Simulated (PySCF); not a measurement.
ZrBr (quartet)

```yaml
atoms:
  - { symbol: Zr, position_ang: [0.0000, 0.0000, -1.1789] }
  - { symbol: Br, position_ang: [0.0000, 0.0000, 1.3431] }
```

These are results of PBE0/x2c-TZVPPall, spin-free X2C-1e, Gaussian nucleus, at a bond length of 2.522 Å (PySCF 2.14.0), not measurements.

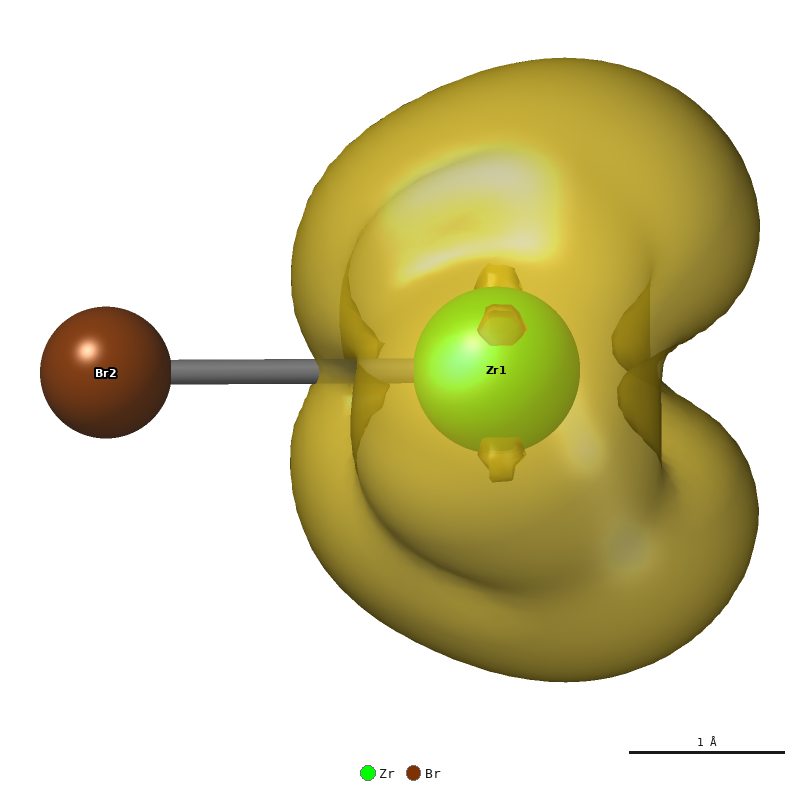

Figure 1. Isosurfaces of the spin density at +0.03 (yellow) and −0.03 e/Å³ (cyan), seen from one side.

Which atoms carry the spin?

Answer. The unpaired spin (3 electrons) lies mostly on Zr1 (about 2.9), in electrons by Hirshfeld's partition.

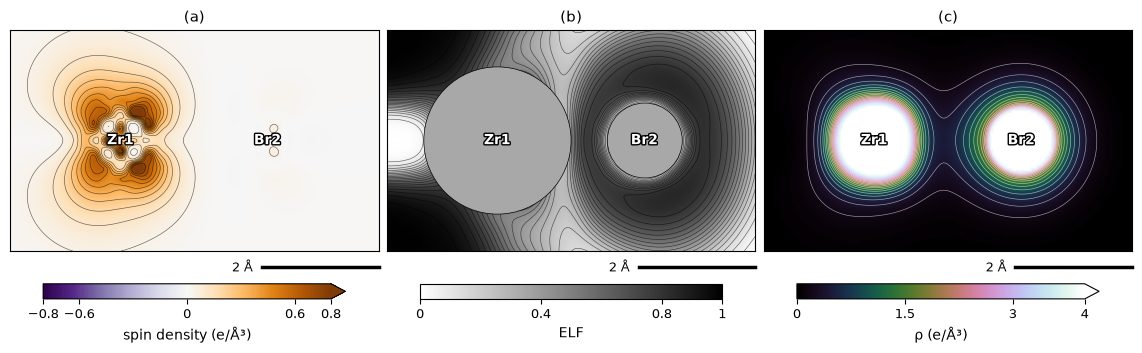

Figure 2. (a) spin density (α minus β); (b) ELF; (c) electron density on a plane that holds the molecular axis. Grey discs cover the atomic cores in the ELF map.

Interpret the plot.

Answer.
- The section cuts through Zr and Br sites.
- Zr–Br (2.52 Å): the density is about 0.5 e/Å³ at the midpoint; the ELF peaks at about 0.80 in the valence shell of Br, 1.0 Å from its nucleus, and is about 0.40 at the midpoint.
